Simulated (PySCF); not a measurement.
# N³⁺: dipole response in aug-cc-pCVQZ-DK

Aim: the static polarisability and the C₆ coefficient of N³⁺, method by method.

The numbers are computed with PySCF 2.14.0 (unrestricted determinants in a Gaussian basis, no spin-orbit coupling in the energies), except any that are marked as measured or tabulated.

### Step 1. The atom as given

```
Element     : nitrogen (Z = 7)
Basis       : aug-cc-pCVQZ-DK (9s8p6d4f2g, 109 functions)
Hamiltonian : scalar relativity by spin-free X2C-1e
State 1     : N³⁺: [He] 2s2, closed-shell 1S
Methods     : UHF, PBE, PBE0, wB97X, MN15
```

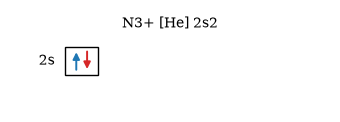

Outer shells as boxes.

The runs were made by one driver on top of PySCF. The scripts below sum up each run's settings (the driver also hands on starting orbitals that pick excited configurations, and frozen orbitals as a list rather than a count), and the logs come from the driver's own runs. The driver starts from symmetry-adapted Hartree-Fock orbitals, holds the occupation by maximum overlap and uses a logarithmic radial grid for functionals, so a plain start would take other cycles.

The integrals over 109 functions and the set-up took 0.63 s of CPU time.

### Step 2. N³⁺, method by method

**UHF**

Contents of input.py:

```python
from pyscf import gto, scf, dft, mp, cc
import basis_set_exchange as bse
mol = gto.M(atom="N 0 0 0", charge=3, spin=0, symmetry="D2h",
            basis=gto.basis.parse(bse.get_basis("aug-cc-pCVQZ-DK", elements=["N"], fmt="nwchem")),
            nucmod="G")
mf = scf.UHF(mol).sfx2c1e()
mf.irrep_nelec = {'Ag': (2, 2)}
mf.kernel()
```

Output:

```text
damping factor = 0
level_shift factor = 0
DIIS = <class 'pyscf.scf.diis.CDIIS'>
diis_start_cycle = 1
diis_space = 10
diis_damp = 0
SCF conv_tol = 1e-09
SCF conv_tol_grad = None
number electrons alpha = 2  beta = 2
cycle= 1 E= -51.1118077491005  delta_E= -2.33e-11  |g|= 1.01e-06  |ddm|= 2.26e-05
converged SCF energy = -51.1118077491005  <S^2> = -5.3290705e-15  2S+1 = 1
```

CPU time 8.1 s on a shared host, the integrals not counted.

Orbital energies by shell (radii are means over both spins):

```tsv
shell	electrons	mean orbital energy (eV)	spread (eV)	rms radius (bohr)
1s	2	-493.30	0	0.263
2s	2	-75.332	0	1.20
```

⟨S²⟩ = 0.000, ⟨L²⟩ = 0.00.

The driver then solved the coupled dipole response at imaginary frequencies: mean α = 2.231 bohr³, C₆ = 2.251 au for a like pair.

**PBE**

input.py, as changed from the run before:

```diff
@@ -5,3 +5,3 @@
             nucmod="G")
-mf = scf.UHF(mol).sfx2c1e()
+mf = dft.UKS(mol, xc="PBE").sfx2c1e()
 mf.irrep_nelec = {'Ag': (2, 2)}
```

Output:

```text
damping factor = 0
level_shift factor = 0
DIIS = <class 'pyscf.scf.diis.CDIIS'>
diis_start_cycle = 1
diis_space = 10
diis_damp = 0
SCF conv_tol = 1e-09
SCF conv_tol_grad = None
number electrons alpha = 2  beta = 2
XC functionals = PBE
    J. P. Perdew, K. Burke, and M. Ernzerhof.,  Phys. Rev. Lett. 77, 3865 (1996)
    J. P. Perdew, K. Burke, and M. Ernzerhof.,  Phys. Rev. Lett. 78, 1396 (1997)
    J. P. Perdew, K. Burke, and M. Ernzerhof.,  Phys. Rev. Lett. 77, 3865 (1996)
    J. P. Perdew, K. Burke, and M. Ernzerhof.,  Phys. Rev. Lett. 78, 1396 (1997)
cycle= 1 E= -51.1607637092358  delta_E= -0.00247  |g|= 0.00716  |ddm|= 0.482
cycle= 2 E= -51.1607650826479  delta_E= -1.37e-06  |g|= 0.000448  |ddm|= 0.0159
cycle= 3 E= -51.1607650878429  delta_E= -5.19e-09  |g|= 8.48e-06  |ddm|= 0.000688
cycle= 4 E= -51.1607650878493  delta_E= -6.38e-12  |g|= 5.71e-07  |ddm|= 2.45e-05
converged SCF energy = -51.1607650878493  <S^2> = -4.4408921e-15  2S+1 = 1
```

CPU time 1.7 s on a shared host, the integrals not counted.

The driver then solved the coupled dipole response at imaginary frequencies: mean α = 2.090 bohr³, C₆ = 2.063 au for a like pair.

**PBE0**

input.py, as changed from the run before:

```diff
@@ -5,3 +5,3 @@
             nucmod="G")
-mf = dft.UKS(mol, xc="PBE").sfx2c1e()
+mf = dft.UKS(mol, xc="PBE0").sfx2c1e()
 mf.irrep_nelec = {'Ag': (2, 2)}
```

Output:

```text
damping factor = 0
level_shift factor = 0
DIIS = <class 'pyscf.scf.diis.CDIIS'>
diis_start_cycle = 1
diis_space = 10
diis_damp = 0
SCF conv_tol = 1e-09
SCF conv_tol_grad = None
number electrons alpha = 2  beta = 2
XC functionals = PBE0
    C. Adamo and V. Barone.,  J. Chem. Phys. 110, 6158 (1999)
    M. Ernzerhof and G. E. Scuseria.,  J. Chem. Phys. 110, 5029 (1999)
cycle= 1 E= -51.1727266835936  delta_E= -0.00135  |g|= 0.0047  |ddm|= 0.436
cycle= 2 E= -51.1727270197061  delta_E= -3.36e-07  |g|= 0.000144  |ddm|= 0.00179
cycle= 3 E= -51.172727020544  delta_E= -8.38e-10  |g|= 7.65e-06  |ddm|= 0.00033
converged SCF energy = -51.172727020544  <S^2> = -2.6645353e-15  2S+1 = 1
```

It used 8.6 s of CPU time after the integrals (shared host).

The driver then solved the coupled dipole response at imaginary frequencies: mean α = 2.120 bohr³, C₆ = 2.103 au for a like pair.

**wB97X**

input.py, as changed from the run before:

```diff
@@ -5,3 +5,3 @@
             nucmod="G")
-mf = dft.UKS(mol, xc="PBE0").sfx2c1e()
+mf = dft.UKS(mol, xc="WB97X").sfx2c1e()
 mf.irrep_nelec = {'Ag': (2, 2)}
```

Output:

```text
damping factor = 0
level_shift factor = 0
DIIS = <class 'pyscf.scf.diis.CDIIS'>
diis_start_cycle = 1
diis_space = 10
diis_damp = 0
SCF conv_tol = 1e-09
SCF conv_tol_grad = None
number electrons alpha = 2  beta = 2
XC functionals = WB97X
    J.-D. Chai and M. Head-Gordon.,  J. Chem. Phys. 128, 084106 (2008)
cycle= 1 E= -51.2394907426779  delta_E= -0.00121  |g|= 0.00654  |ddm|= 0.953
cycle= 2 E= -51.2394966289309  delta_E= -5.89e-06  |g|= 0.000575  |ddm|= 0.0758
cycle= 3 E= -51.2394967225536  delta_E= -9.36e-08  |g|= 3.31e-05  |ddm|= 0.00838
cycle= 4 E= -51.2394967229151  delta_E= -3.61e-10  |g|= 5.96e-07  |ddm|= 0.00042
converged SCF energy = -51.2394967229151  <S^2> = -4.8849813e-15  2S+1 = 1
```

It used 16 s of CPU time after the integrals (shared host).

The driver then solved the coupled dipole response at imaginary frequencies: mean α = 2.215 bohr³, C₆ = 2.264 au for a like pair.

**MN15**

input.py, as changed from the run before:

```diff
@@ -5,3 +5,3 @@
             nucmod="G")
-mf = dft.UKS(mol, xc="WB97X").sfx2c1e()
+mf = dft.UKS(mol, xc="MN15").sfx2c1e()
 mf.irrep_nelec = {'Ag': (2, 2)}
```

Output:

```text
damping factor = 0
level_shift factor = 0
DIIS = <class 'pyscf.scf.diis.CDIIS'>
diis_start_cycle = 1
diis_space = 10
diis_damp = 0
SCF conv_tol = 1e-09
SCF conv_tol_grad = None
number electrons alpha = 2  beta = 2
XC functionals = MN15
    H. S. Yu, X. He, S. L. Li, and D. G. Truhlar.,  Chem. Sci. 7, 5032-5051 (2016)
    H. S. Yu, X. He, S. L. Li, and D. G. Truhlar.,  Chem. Sci. 7, 5032-5051 (2016)
cycle= 1 E= -51.2510215229995  delta_E= -0.0435  |g|= 1.48  |ddm|= 2.68
cycle= 2 E= -51.2538304223535  delta_E= -0.00281  |g|= 0.333  |ddm|= 0.786
cycle= 3 E= -51.2539793547673  delta_E= -0.000149  |g|= 0.0023  |ddm|= 0.133
cycle= 4 E= -51.2539793629196  delta_E= -8.15e-09  |g|= 0.000219  |ddm|= 0.00072
cycle= 5 E= -51.253979362993  delta_E= -7.35e-11  |g|= 1.1e-05  |ddm|= 0.000114
converged SCF energy = -51.253979362993  <S^2> = -3.9968029e-15  2S+1 = 1
```

It used 12 s of CPU time after the integrals (shared host).

The driver then solved the coupled dipole response at imaginary frequencies: mean α = 2.091 bohr³, C₆ = 1.975 au for a like pair.

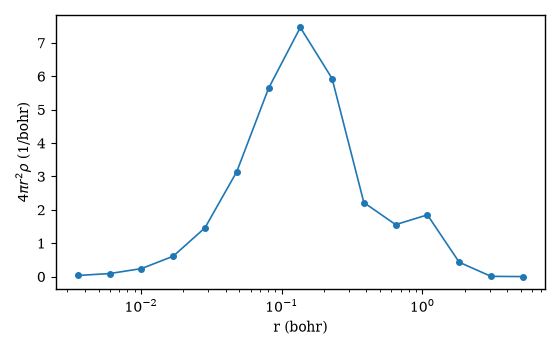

Radial density 4πr²ρ of N³⁺ at UHF, at 15 stored radii joined by straight lines.

### Step 3. The response side by side

N³⁺, in atomic units:

```tsv
method	mean α	C₆ (like pair)	S(−4)
UHF	2.231	2.251	7.050
PBE	2.090	2.063	6.097
PBE0	2.120	2.103	6.282
wB97X	2.215	2.264	6.728
MN15	2.091	1.975	6.745
```

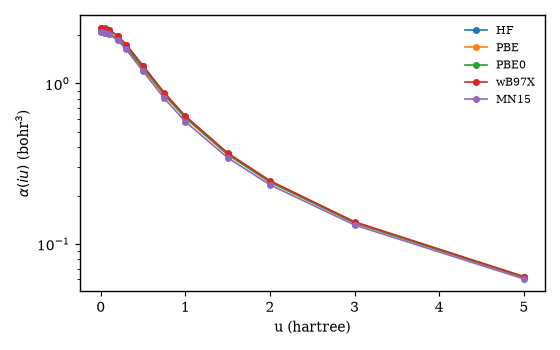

α(iu) of N³⁺, the polarisability at imaginary frequency, on a logarithmic scale.

### Step 4. Results

```
quantity                             value
α of N³⁺  2.090 (PBE) to 2.231 (UHF) bohr³
```

What this shows: A single London oscillator with the computed α and C₆ of N³⁺ at UHF would have ω = 4 C₆ / (3 α²) = 0.603 hartree. The basis is finite, and no extrapolation was made.
